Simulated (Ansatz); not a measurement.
Layers are cut from database crystals; whether they can be made is not shown.

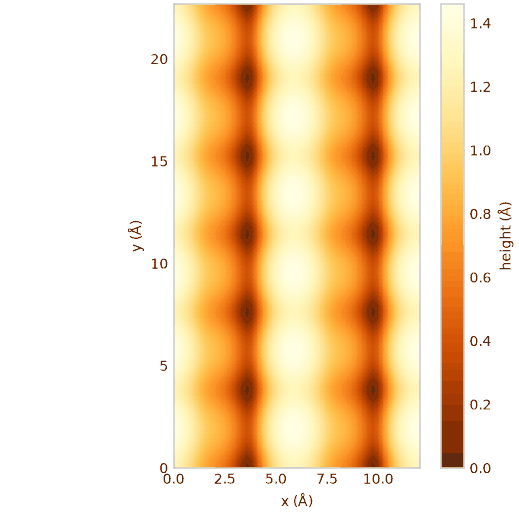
Figure. Simulated constant-current image at -0.6 V from a Fermi level inside the gap (filled states down to 0.4 eV under the valence edge)

Calculation: PBE, Tersoff-Hamann images (plane waves, PAW; Ansatz, a program for electronic structure).

Mesh 10×14×1, no spin-orbit coupling, no spin polarisation; biases count from the run's Fermi level. The set point is the mean density 3.5 Å over the top atom.

The sample is: single layer of CuSbS$_{2}$ (symmetry Pmc2_1 as a slab, 8 atoms a cell). Atoms are numbered in the order of this list of the upper atoms (x, y, depth in Å): Cu2 (3.0, 0.0, 1.5); Sb3 (6.1, 1.9, 0.0); S5 (2.3, 1.9, 0.4); S7 (5.3, 0.0, 1.6).

Problem. Which sites are bright, and how large is the corrugation?

Solution. At -0.6 V the maximum lies over Sb3 and the sites alike, corrugation about 1.5 Å.
